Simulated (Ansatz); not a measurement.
# CH4BFSe (SMILES CB(F)[SeH]) at CCSD(T)/6-31G(d) (spherical functions)

What is the vertical ionisation energy of CH4BFSe at CCSD(T)/6-31G* (spherical functions)? 

The results are computed with Ansatz 0.2.0.

96 further runs of the same task are left out: 96 set aside as unsound or not needed. Runs told in other sessions of the task aren't counted.

## Step 1: The molecule

CH4BFSe has 8 atoms, charge 0, and is taken as a singlet. As SMILES, `CB(F)[SeH]`. The shape is that of a PBE0-D4/def2-TZVP optimisation. This is one conformer, not always the lowest.

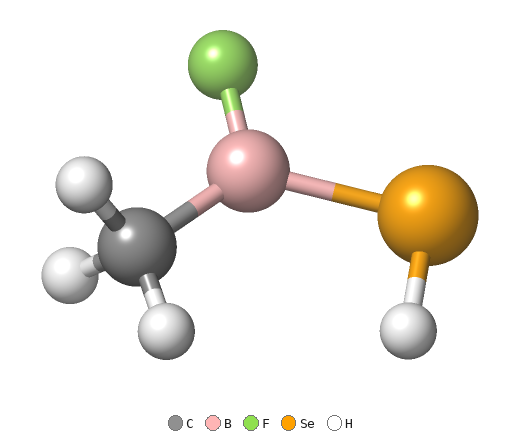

The structure, seen from a chosen angle (carbon grey, boron pink, fluorine green, selenium orange, hydrogen white).

## Step 2: A single-point energy at CCSD(T)/6-31G(d) (spherical functions)

Contents of molecule.yaml:

```yaml
crystal:
  periodic: [false, false, false]
  atoms:
    - {symbol: C, position_ang: [0.031600, 0.924800, -0.033200]}
    - {symbol: B, position_ang: [0.433300, -0.535500, -0.395600]}
    - {symbol: F, position_ang: [1.392300, -0.742200, -1.294100]}
    - {symbol: Se, position_ang: [-0.342700, -2.163400, 0.345700]}
    - {symbol: H, position_ang: [-0.308800, 1.440600, -0.937900]}
    - {symbol: H, position_ang: [-0.746600, 1.005800, 0.724100]}
    - {symbol: H, position_ang: [0.915800, 1.469900, 0.314200]}
    - {symbol: H, position_ang: [-1.283000, -1.457200, 1.221200]}
basis:
  gaussian:
    orbitals: 6-31G_st_-spherical.json
correlation:
  method: ccsd_t
  frozen_orbitals: {B: 1, C: 1, F: 1, H: 0, Se: 9}
accuracy: high
scf:
  omitted_lower_state_checks: [cluster_reference, increment]
```

The basis set 6-31G* is read from a file made from the Basis Set Exchange's data (not shown).

Run with:

```console
$ ansatz run molecule.yaml --threads 1 --pin off --max-ram 2610MiB --events-out events.jsonl --progress --plain --runs-dir runs
```

The log of the run, cut to the lines that bear on the results:

```text
Warning: RAYON_NUM_THREADS=1 ignored (pool sized by the plan → 1); use --threads N
Functional definition: HF
  name "HF"
[...]
1805 factors; integrals over basis functions are off by at most 1.3e-8 eV
[...]
mean field -69768.53261353 eV, -2563.9462827372 hartree, gradient 3.5e-8 eV, S^2 0.000000; 0 other end points of the search recorded, 0 dependent functions left out
12 core orbitals not correlated: weight in the atoms' cores, before any rotation towards them, 1.000 or more for the frozen orbitals, at most 0.000 for the correlated occupied ones
reference -69768.53261353 eV, -2563.9462827372 hartree; 17, 17 occupied and 53, 53 virtual orbitals, 1805 factors
second order -17.11527909 eV of doubles, -0.00000000 eV of singles
cycle   1  -17.27440681 eV  change   -1.6e-1 eV  update   9.6e-2
[...]
cycle  21  -17.78716295 eV  change   3.0e-10 eV  update   1.4e-9
perturbative correction -0.40764457 eV, -0.0149806616 hartree
Total energy: -69786.72742104 eV, -2564.6149295806 hartree
Checks for a lower state left out: cluster_reference, increment
```

Wall time 23 s (1 thread of Arm Neoverse V2, shared host); peak memory 0.42 GiB.

## Step 3: The doublet cation at the same level

Contents of in.yaml:

```yaml
crystal:
  periodic: [false, false, false]
  atoms:
    - {symbol: C, position_ang: [0.031600, 0.924800, -0.033200]}
    - {symbol: B, position_ang: [0.433300, -0.535500, -0.395600]}
    - {symbol: F, position_ang: [1.392300, -0.742200, -1.294100]}
    - {symbol: Se, position_ang: [-0.342700, -2.163400, 0.345700]}
    - {symbol: H, position_ang: [-0.308800, 1.440600, -0.937900]}
    - {symbol: H, position_ang: [-0.746600, 1.005800, 0.724100]}
    - {symbol: H, position_ang: [0.915800, 1.469900, 0.314200]}
    - {symbol: H, position_ang: [-1.283000, -1.457200, 1.221200]}
basis:
  gaussian: {orbitals: 6-31G_st_-spherical.json}
total_charge: 1
magnetization: {spin_polarized: true, initial_magnetization: 1}
correlation: {method: ccsd_t, frozen_orbitals: {B: 1, C: 1, F: 1, H: 0, Se: 9}}
accuracy: high
scf: {omitted_lower_state_checks: [cluster_reference, increment]}
```

The basis set 6-31G* is read from a file made from the Basis Set Exchange's data (not shown).

Run with:

```console
$ ansatz run in.yaml --threads 1 --pin off --max-ram 2610MiB --events-out events.jsonl --progress --plain --runs-dir runs
```

The log of the run, cut to the lines that bear on the results:

```text
Warning: RAYON_NUM_THREADS=1 ignored (pool sized by the plan → 1); use --threads N
Functional definition: HF
  name "HF"
[...]
1803 factors; integrals over basis functions are off by at most 1.3e-8 eV
[...]
mean field -69759.73327380 eV, -2563.6229129665 hartree, gradient 2.4e-8 eV, S^2 0.760271; 0 other end points of the search recorded, 0 dependent functions left out
12 core orbitals not correlated: weight in the atoms' cores, before any rotation towards them, 1.000 or more for the frozen orbitals, at most 0.000 for the correlated occupied ones
reference -69759.73327380 eV, -2563.6229129665 hartree; 17, 16 occupied and 53, 54 virtual orbitals, 1803 factors
second order -16.42378646 eV of doubles, -0.00000000 eV of singles
cycle   1  -16.63599486 eV  change   -2.1e-1 eV  update   1.0e-1
[...]
cycle  25  -17.18266406 eV  change  -6.6e-10 eV  update   3.1e-9
perturbative correction -0.38628457 eV, -0.0141956960 hartree
Total energy: -69777.30222243 eV, -2564.2685599199 hartree
Checks for a lower state left out: cluster_reference, increment
```

Run time: 82 s. Hardware: 1 thread of Arm Neoverse V2, shared host; peak memory 0.79 GiB.

## Step 4: Outcome

At CCSD(T)/6-31G* (spherical functions), 12 core orbitals frozen:

| quantity | value |
| --- | --- |
| singlet CH4BFSe: total energy | -2564.61493 Eh |
| singlet CH4BFSe: correlation energy (12 core orbitals frozen) | -668.6 mEh |
| singlet CH4BFSe: (T) correction | -14.98 mEh |
| singlet CH4BFSe: T1 diagnostic | 0.012 |
| doublet cation: total energy | -2564.26856 Eh |
| doublet cation: correlation energy (12 core orbitals frozen) | -645.6 mEh |
| doublet cation: (T) correction | -14.20 mEh |
| doublet cation: ⟨S²⟩ of the reference determinant | 0.760 |
| doublet cation: T1 diagnostic | 0.013 |
| vertical ionisation energy (to the doublet cation) | 9.425 eV |

Removing an electron at fixed nuclei costs 9.43 eV (909 kJ/mol). The triples (singlet CH4BFSe) make up 2.2 % of the correlation energy. The triples (doublet cation) make up 2.2 % of the correlation energy.
